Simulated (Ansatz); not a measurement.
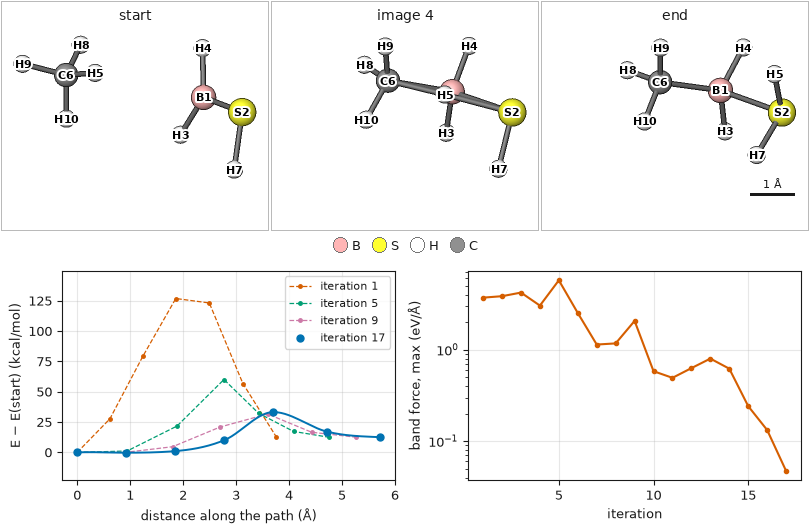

A nudged-elastic-band calculation for CH7BS, made up of BH3S and CH4. Images are numbered from 0 (start) to 6 (end). The plot follows the band through its iterations. The picture is a ball-and-stick view, seen from a free direction.

Computed with RKS PBE0-D4/def2-SVP (Ansatz).

Input file:
```yaml
crystal:
  periodic: [false, false, false]
  atoms:
    - {symbol: B, position_ang: [-0.730868, -0.217556, -1.553283]}
    - {symbol: S, position_ang: [-1.078766, 1.509731, -1.666976]}
    - {symbol: H, position_ang: [0.326413, -0.660836, -1.872980]}
    - {symbol: H, position_ang: [-1.619733, -0.900283, -1.148318]}
    - {symbol: H, position_ang: [0.108364, 0.637798, 1.618252]}
    - {symbol: C, position_ang: [0.599736, -0.332882, 1.676793]}
    - {symbol: H, position_ang: [0.104044, 1.936479, -2.142650]}
    - {symbol: H, position_ang: [-0.108758, -1.115515, 1.404757]}
    - {symbol: H, position_ang: [0.953042, -0.502931, 2.693623]}
    - {symbol: H, position_ang: [1.446524, -0.354105, 0.990881]}
basis:
  gaussian: {orbitals: def2-SVP}
hamiltonian: {xc: pbe0, dispersion: d4}
neb:
  images: 5
  climbing: true
  max_iterations: 40
  initial_path: idpp
  final_atoms:
    - {symbol: B, position_ang: [-0.380285, -0.579509, -0.467899]}
    - {symbol: S, position_ang: [-0.594313, 1.308925, -1.107122]}
    - {symbol: H, position_ang: [0.105345, -1.049632, -1.474869]}
    - {symbol: H, position_ang: [-1.555066, -0.860360, -0.358898]}
    - {symbol: H, position_ang: [-0.942235, 1.969514, 0.014319]}
    - {symbol: C, position_ang: [0.506545, -0.616009, 0.857808]}
    - {symbol: H, position_ang: [0.664276, 1.787396, -1.061038]}
    - {symbol: H, position_ang: [0.610460, -1.655985, 1.186006]}
    - {symbol: H, position_ang: [0.061586, -0.070090, 1.697268]}
    - {symbol: H, position_ang: [1.523685, -0.234350, 0.714524]}
```

Launched with:
```bash
ansatz run in.yaml --threads 2 --pin off --events-out ev --progress --plain --max-ram 4352MiB
```

Judge this run.

The run is converged, with reservations. The band converged in 17 iterations. The largest component of the band force went from 3.7 to 0.047 eV/Å. The climbing image converged on the top of the path. Its curvatures weren't checked. The largest force component is 0.29 eV/Å at the start and 0.27 eV/Å at the end; an end with forces this large is no minimum, and the barrier measured from it can be far off. The first iteration put the highest image at 126.9 kcal/mol. The highest point, image 4, lies 33.3 kcal/mol above the start and 20.7 kcal/mol above the end; the end is at +12.6 kcal/mol relative to the start. Image 1 lies below both ends, at −0.2 kcal/mol, so an end isn't at the bottom of its valley.

Limits of the set-up: the start holds two separate molecules, 3.0 Å apart at their closest, whose relative position is a soft coordinate.
